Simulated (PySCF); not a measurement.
Geometry relaxation of C₂H₆AlFO₂

System: C₂H₆AlFO₂, SMILES C[O][Al]([F])[O]C.
Method: PBE0-D3(BJ)/def2-SVP geometry optimisation, gas phase (PySCF 2.14.0).

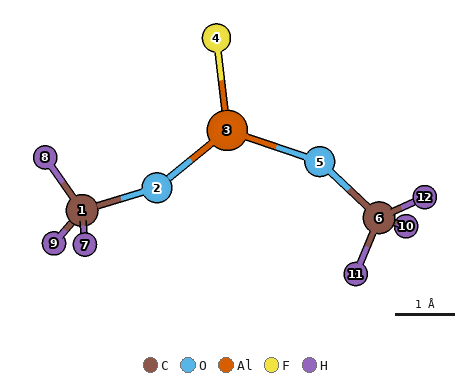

Figure 1. The structure as given in the input (ball-and-stick view, seen at a tilt; atoms are numbered from 1 in the order of the input). Sticks mark near contacts. Bond lengths as drawn: Al–F 1.64 Å, Al–O 1.64 to 1.66 Å, C–H 1.07 to 1.11 Å and C–O 1.38 to 1.39 Å.

Summary

| quantity | value |
| --- | --- |
| outcome | converged |
| total energy | −571.905712 hartree |
| dipole moment | 1.99 D |
| point group | C1 |
| hardware | 1 CPU thread, shared host |
| wall time | 2 min |
| peak memory | 0.49 GiB |

The input
```
{"job": {"xc": "PBE0", "basis": "def2-SVP", "d3": "d3bj", "grid": 1, "shake": 0.01, "kind": "geom"}, "charge": 0, "multiplicity": 1}
C     -2.505830    -0.664140     0.041850
O     -1.243510    -0.102030     0.131530
Al    -0.099770     1.046930     0.361440
F     -0.394600     2.624260     0.710710
O      1.524910     0.702010     0.267110
C      2.609750    -0.148240     0.079360
H     -2.528580    -1.614080     0.535390
H     -3.249960     0.016820     0.504340
H     -2.791620    -0.763850    -0.995060
H      3.221160     0.223180    -0.731990
H      2.274640    -1.168380    -0.148110
H      3.223110    -0.180760     0.999120
```

The first line tells a small driver script what to run in PySCF; the rest is the geometry in Å.

Launched with:
```bash
OMP_NUM_THREADS=1 python <driver script> task.json out
```

Log
```
step   0  E = -571.90049822  max force = 0.035922
step   1  E = -571.90469274  max force = 0.008619
step   2  E = -571.90499333  max force = 0.002505
step   3  E = -571.90510035  max force = 0.002467
step   4  E = -571.90529635  max force = 0.004110
step   5  E = -571.90544364  max force = 0.003378
step   6  E = -571.90552664  max force = 0.002399
step   7  E = -571.90556996  max force = 0.000936
step   8  E = -571.90558984  max force = 0.000930
step   9  E = -571.90560700  max force = 0.000860
step  10  E = -571.90562191  max force = 0.001176
step  11  E = -571.90563326  max force = 0.001061
step  12  E = -571.90563996  max force = 0.000762
step  13  E = -571.90564160  max force = 0.000733
step  14  E = -571.90564398  max force = 0.000470
step  15  E = -571.90564722  max force = 0.000570
step  16  E = -571.90565564  max force = 0.000820
step  17  E = -571.90567271  max force = 0.001071
step  18  E = -571.90568636  max force = 0.000840
step  19  E = -571.90569337  max force = 0.000572
step  20  E = -571.90569997  max force = 0.000566
step  21  E = -571.90570479  max force = 0.000780
step  22  E = -571.90570921  max force = 0.000573
step  23  E = -571.90571238  max force = 0.000347
optimisation converged
```

Trajectory as extended XYZ (Å, eV, eV/Å), 9 of the 24 frames kept, from step=0 to step=23
```
12
Properties=species:S:1:pos:R:3:forces:R:3 step=0 energy=-15562.20522
C    -2.5058   -0.6641    0.0418    0.2579   1.8472   0.3034
O    -1.2435   -0.1020    0.1315   -0.4970  -0.6737  -0.1338
Al   -0.0998    1.0469    0.3614    0.9327   0.0778   0.0276
F    -0.3946    2.6243    0.7107   -0.3587   0.4643   0.1029
O     1.5249    0.7020    0.2671    0.3930  -0.0924  -0.0205
C     2.6098   -0.1482    0.0794   -0.9627   0.2666   0.7687
H    -2.5286   -1.6141    0.5354   -0.1333  -1.0336   0.4467
H    -3.2500    0.0168    0.5043   -0.0732  -0.3097   0.0421
H    -2.7916   -0.7639   -0.9951   -0.2417  -0.3322  -0.7670
H     3.2212    0.2232   -0.7320    0.5250   0.1140  -0.5552
H     2.2746   -1.1684   -0.1481    0.1067  -0.2772  -0.1071
H     3.2231   -0.1808    0.9991    0.0514  -0.0510  -0.1079
12
Properties=species:S:1:pos:R:3:forces:R:3 step=3 energy=-15562.33045
C    -2.4631   -0.5390    0.1020   -0.0491   0.1213   0.0274
O    -1.1444   -0.1257    0.1379    0.0130  -0.1269  -0.0329
Al   -0.0105    1.0738    0.3768   -0.0266   0.0162   0.0075
F    -0.4678    2.6255    0.7298   -0.0070   0.0171  -0.0080
O     1.6289    0.7628    0.2711    0.0817   0.0684   0.0018
C     2.5502   -0.2419    0.0213   -0.0742  -0.0647   0.0137
H    -2.5764   -1.5205    0.5919    0.0133  -0.0415   0.0291
H    -3.1442    0.1689    0.6107    0.0154  -0.0183  -0.0149
H    -2.8169   -0.6496   -0.9382    0.0026  -0.0020  -0.0186
H     3.2229    0.0433   -0.8054    0.0168   0.0193  -0.0210
H     2.0731   -1.2017   -0.2519    0.0136   0.0049   0.0082
H     3.1810   -0.4241    0.9093    0.0004   0.0061   0.0078
12
Properties=species:S:1:pos:R:3:forces:R:3 step=6 energy=-15562.34205
C    -2.4306   -0.5529    0.1140    0.0797   0.0629  -0.0103
O    -1.0734   -0.2531    0.1028   -0.0647  -0.0873  -0.0030
Al   -0.0206    1.0299    0.3285    0.0669   0.1234   0.0171
F    -0.5943    2.5547    0.6233   -0.0200   0.0056  -0.0004
O     1.6461    0.8376    0.2666   -0.0005  -0.1005  -0.0323
C     2.5405   -0.2059    0.0419   -0.0643   0.0714   0.0301
H    -2.6016   -1.5140    0.6257   -0.0270  -0.0382   0.0195
H    -3.0346    0.2167    0.6282   -0.0037  -0.0045   0.0001
H    -2.8200   -0.6492   -0.9145   -0.0165  -0.0173  -0.0108
H     3.2386    0.0598   -0.7697    0.0303  -0.0099  -0.0144
H     2.0405   -1.1512   -0.2383    0.0020   0.0006   0.0038
H     3.1423   -0.4004    0.9468    0.0177  -0.0062   0.0005
12
Properties=species:S:1:pos:R:3:forces:R:3 step=9 energy=-15562.34424
C    -2.4187   -0.5599    0.1192   -0.0442  -0.0291   0.0019
O    -1.0604   -0.2728    0.1295    0.0373   0.0344   0.0086
Al   -0.0259    1.0357    0.3357   -0.0182  -0.0403  -0.0090
F    -0.6229    2.5511    0.6316    0.0075  -0.0012  -0.0063
O     1.6384    0.8428    0.2481   -0.0233   0.0241  -0.0023
C     2.5363   -0.1955    0.0336    0.0432  -0.0218  -0.0075
H    -2.6183   -1.4932    0.6753    0.0128   0.0201  -0.0023
H    -3.0316    0.2388    0.5755    0.0014   0.0039  -0.0016
H    -2.7841   -0.7102   -0.9128    0.0085   0.0014   0.0081
H     3.2259    0.0550   -0.7921   -0.0144   0.0014   0.0069
H     2.0401   -1.1500   -0.2211   -0.0015   0.0000   0.0029
H     3.1540   -0.3699    0.9327   -0.0090   0.0071   0.0006
12
Properties=species:S:1:pos:R:3:forces:R:3 step=12 energy=-15562.34514
C    -2.4320   -0.5746    0.1470    0.0290   0.0227   0.0064
O    -1.0669   -0.3130    0.1892   -0.0378  -0.0030  -0.0149
Al   -0.0404    1.0090    0.3355    0.0064  -0.0265  -0.0008
F    -0.6498    2.5219    0.6164    0.0016   0.0186  -0.0070
O     1.6206    0.8367    0.2043    0.0271   0.0045   0.0035
C     2.5587   -0.1697    0.0081   -0.0392   0.0164   0.0081
H    -2.6764   -1.4348    0.7927   -0.0090  -0.0178   0.0149
H    -3.0450    0.2820    0.4824    0.0015  -0.0042  -0.0002
H    -2.7510   -0.8311   -0.8788   -0.0050  -0.0085  -0.0037
H     3.2222    0.0843   -0.8363    0.0139  -0.0011  -0.0091
H     2.0980   -1.1509   -0.2084    0.0041   0.0000   0.0022
H     3.1947   -0.2879    0.9031    0.0074  -0.0010   0.0006
12
Properties=species:S:1:pos:R:3:forces:R:3 step=14 energy=-15562.34525
C    -2.4432   -0.5873    0.1734    0.0242  -0.0005   0.0123
O    -1.0767   -0.3317    0.2082   -0.0149  -0.0028  -0.0205
Al   -0.0483    0.9924    0.3198    0.0066   0.0228   0.0099
F    -0.6574    2.5102    0.5794   -0.0052  -0.0044  -0.0060
O     1.6132    0.8361    0.1788    0.0066  -0.0138   0.0000
C     2.5731   -0.1502   -0.0074   -0.0138   0.0089   0.0007
H    -2.6951   -1.4163    0.8569   -0.0046  -0.0031   0.0046
H    -3.0522    0.2870    0.4674   -0.0021   0.0003   0.0001
H    -2.7599   -0.8890   -0.8409   -0.0035  -0.0044   0.0009
H     3.2333    0.1115   -0.8525    0.0033  -0.0022  -0.0022
H     2.1356   -1.1434   -0.2170    0.0002  -0.0006   0.0008
H     3.2103   -0.2475    0.8894    0.0031  -0.0001  -0.0007
12
Properties=species:S:1:pos:R:3:forces:R:3 step=17 energy=-15562.34603
C    -2.4314   -0.6392    0.2682   -0.0521  -0.0425   0.0150
O    -1.0729   -0.3529    0.2202    0.0489   0.0326  -0.0118
Al   -0.0695    0.9959    0.2610   -0.0179  -0.0026   0.0105
F    -0.7035    2.5109    0.4764   -0.0011  -0.0172   0.0042
O     1.5911    0.8655    0.0925   -0.0230   0.0285  -0.0008
C     2.5759   -0.0977   -0.0670    0.0551  -0.0448  -0.0120
H    -2.6368   -1.4138    1.0289    0.0147   0.0233  -0.0146
H    -3.0504    0.2429    0.5146    0.0015   0.0041  -0.0016
H    -2.7844   -1.0331   -0.7020    0.0107   0.0076   0.0085
H     3.2264    0.1525   -0.9241   -0.0213   0.0028   0.0079
H     2.1662   -1.1096   -0.2411   -0.0049   0.0019  -0.0016
H     3.2220   -0.1495    0.8278   -0.0107   0.0063  -0.0037
12
Properties=species:S:1:pos:R:3:forces:R:3 step=20 energy=-15562.34677
C    -2.4005   -0.6798    0.3477    0.0184   0.0179  -0.0092
O    -1.0569   -0.3456    0.2241   -0.0218  -0.0066   0.0063
Al   -0.0810    1.0216    0.2351   -0.0013  -0.0212  -0.0065
F    -0.7348    2.5262    0.4578    0.0045   0.0092   0.0043
O     1.5755    0.9048    0.0191    0.0229   0.0132   0.0073
C     2.5541   -0.0688   -0.1349   -0.0291   0.0065   0.0001
H    -2.5430   -1.4118    1.1613   -0.0056  -0.0084   0.0090
H    -3.0436    0.1927    0.5652    0.0004  -0.0016   0.0006
H    -2.7727   -1.1447   -0.5822   -0.0034  -0.0044  -0.0019
H     3.1677    0.1419   -1.0277    0.0070  -0.0015  -0.0073
H     2.1352   -1.0856   -0.2463    0.0022  -0.0011  -0.0009
H     3.2329   -0.0791    0.7361    0.0057  -0.0021  -0.0018
12
Properties=species:S:1:pos:R:3:forces:R:3 step=23 energy=-15562.34711
C    -2.3903   -0.6754    0.3713    0.0055   0.0045   0.0011
O    -1.0492   -0.3325    0.2500   -0.0003  -0.0098   0.0002
Al   -0.0695    1.0311    0.2614    0.0041   0.0178  -0.0063
F    -0.7111    2.5367    0.5119   -0.0021  -0.0016  -0.0031
O     1.5852    0.9178    0.0155   -0.0023  -0.0169   0.0168
C     2.5357   -0.0778   -0.1756   -0.0017   0.0088  -0.0107
H    -2.5368   -1.3759    1.2122   -0.0015  -0.0002   0.0009
H    -3.0444    0.1984    0.5458   -0.0009   0.0010   0.0011
H    -2.7457   -1.1815   -0.5436   -0.0016   0.0004   0.0006
H     3.1187    0.1184   -1.0924    0.0004  -0.0015  -0.0007
H     2.0918   -1.0858   -0.2689   -0.0003  -0.0010   0.0009
H     3.2484   -0.1016    0.6677    0.0008  -0.0015  -0.0007
```

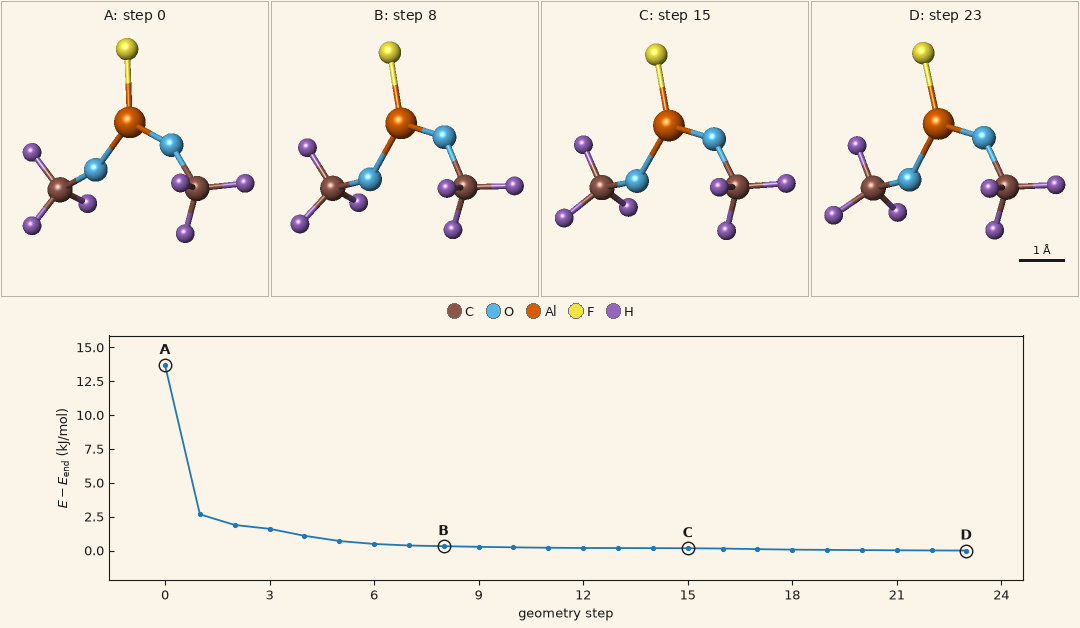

Figure 2. Frames of the relaxation (ball-and-stick view, seen at a tilt) above the curves, on which the letters mark them (steps are counted from 0).

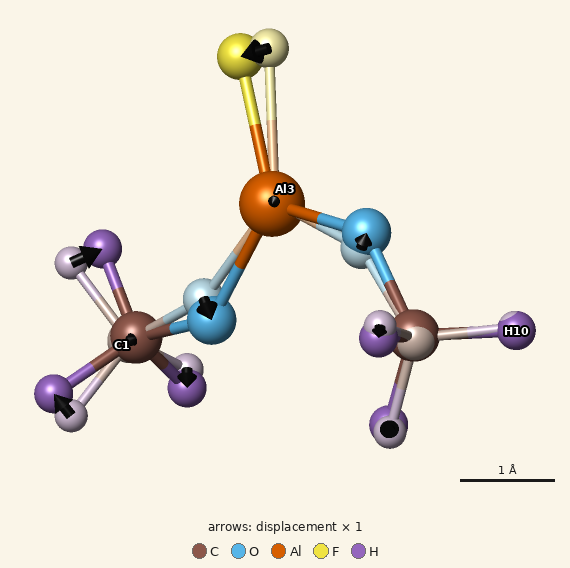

Figure 3. Start (faint) and end (solid) with the displacements as black arrows, at true length (ball-and-stick view, seen at a tilt). The two geometries are laid on each other by the best rigid fit. The energy falls by 13.7 kJ/mol in 23 geometry steps. Largest force component: 1.8 eV/Å at the start, 0.018 eV/Å at the end. The atom that moves furthest after the best rigid fit is H8 (0.37 Å). Largest moves by element: H 0.37 Å, F 0.36 Å, O 0.28 Å, C 0.10 Å, Al 0.08 Å. Among the contacts that change: O2–Al3 1.637 → 1.679 Å, C1–H7 1.071 → 1.104 Å, C1–H9 1.080 → 1.104 Å, Al3–F4 1.642 → 1.656 Å. Among the angles that change: C1–O2–Al3 158.5° → 139.7°, Al3–O5–C6 153.6° → 138.0°, F4–Al3–O5 112.7° → 117.8°. (Atoms are counted from 1 in the order of the input.)
